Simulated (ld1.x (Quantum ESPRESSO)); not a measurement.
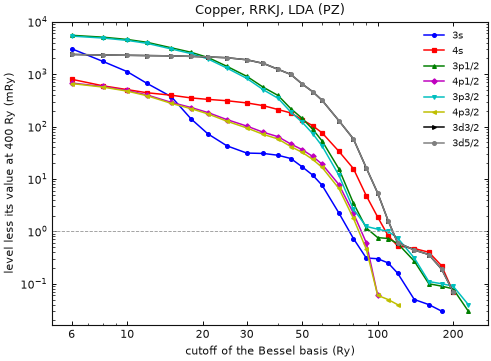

The pseudo-atom Hamiltonian at the reference potential is diagonalised in spherical Bessel functions (20 bohr box) up to the cutoff. Curves: distance of each valence level from its value at 400 Ry.

Ld1.x (Quantum ESPRESSO) 7.5 input:

```
 &input
   title='Cu', zed=29., rel=2, dft='PZ', iswitch=3,
   config='[Ar] 3d8 4s0 4p0', rel_dist='average'
 /
 &inputp
   pseudotype=2, tm=.false., lloc=2,
   nlcc=.false.
 /
3
3S  1  0   2.00   0.00  1.16  1.16  0.0
3P  2  1   6.00   0.00  0.98  0.98  0.0
3D  3  2   8.00   0.00  1.58  1.58  0.0
 &test
   configts(1)='3s2 3p6 3d8 4s0 4p0'
 /
```

Q: What cutoffs are needed for 10 mRy and 1 mRy in the sum of levels?

A: 120 Ry and 230 Ry, on the ladder of cutoffs that was run.

Q: At which cutoff does each level come within 1 mRy for good?

A: 3s: 80 Ry; 4s: 110 Ry; 3p1/2: 100 Ry; 4p1/2: 90 Ry; 3p3/2: 110 Ry; 4p3/2: 90 Ry; 3d3/2: 120 Ry; 3d5/2: 120 Ry.

The potential isn't sound: the pseudo-atom misses its own reference levels by up to 0.20 eV.
